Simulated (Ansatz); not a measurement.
**Pressure series in hypothetical simple cubic Pt**

Base system: Pt in the simple cubic structure (space group Pm-3m, No. 221; a = 2.624 Å; a hypothetical phase, not in the database extracts checked).

Cell and atoms are relaxed at each pressure.

Level of theory: PBE (Ansatz, a first-principles code), no SOC.

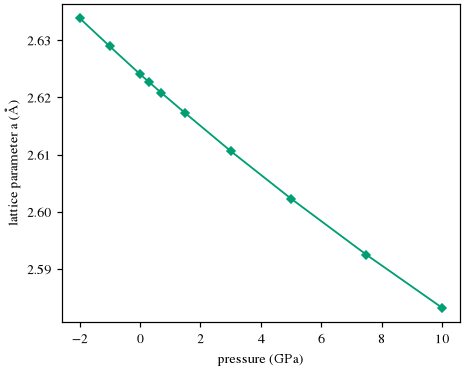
Figure: Lattice parameter a against pressure

```tsv
pressure (GPa)	lattice parameter a
-2	2.634 Å
-1	2.629 Å
0.3	2.623 Å
0.7	2.621 Å
1.5	2.617 Å
3	2.611 Å
5	2.602 Å
7.5	2.592 Å
10	2.583 Å
```

Load acts through the strain it causes; cell and atoms are relaxed under it. No phonon test of stability was made. Competing high-pressure phases were not computed. All final runs are without spin polarisation.
